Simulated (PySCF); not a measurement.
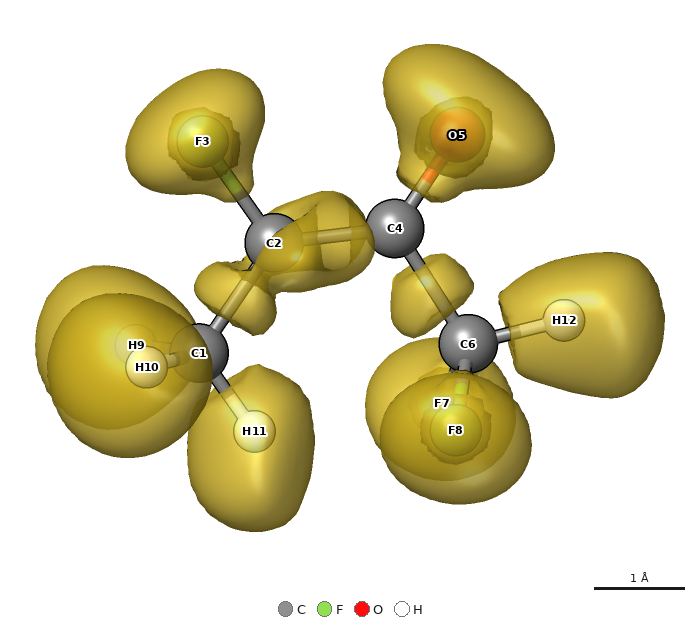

The picture shows: C4H4F3O (charge −1). Isosurface of the electron localisation function at 0.75 (yellow), seen across its widest extent. Only the valence region is drawn (cores and ρ < 0.01 e/Å³ removed).

Geometry: GFN2-xTB.

All numbers below come from PBE0/pcSseg-1, SCF density, gas phase, non-relativistic in PySCF 2.14.0.

Input file:

```
{"job": {"kind": "nmr", "xc": "PBE0", "basis": "pcSseg-1"}, "charge": -1, "multiplicity": 1}
C     -1.432948    -0.584697     0.224925
C     -0.744183     0.684445    -0.158868
F     -1.675152     1.704636    -0.401409
C      0.575615     0.964694    -0.295872
O      1.148462     2.043597    -0.621500
C      1.547999    -0.204490    -0.014981
F      1.382240    -1.302538    -0.827874
F      1.477900    -0.721820     1.258334
H     -2.109075    -0.916727    -0.570537
H     -2.034994    -0.442897     1.129176
H     -0.713591    -1.373187     0.412906
H      2.578926     0.148298    -0.160327
```

Run with:

```sh
OMP_NUM_THREADS=1 python probes_run.py task.json out
```

Q: Describe the localisation domains.

A: At this value the surface marks out one region between bonded C–C atoms (shared pairs), four regions around hydrogen nuclei, one region on C in which the atom's valence shell and bonds are merged, three regions on F in which the atom's valence shell and bonds are merged and one region on O in which the atom's valence shell and bonds are merged. Along the contacts the grid gives the following. C–O (1.26 Å): the ELF peaks at about 0.85 between the atoms: a polar covalent bond. C–C (1.36 Å): the ELF peaks at about 0.95 between the atoms: a covalent bond.
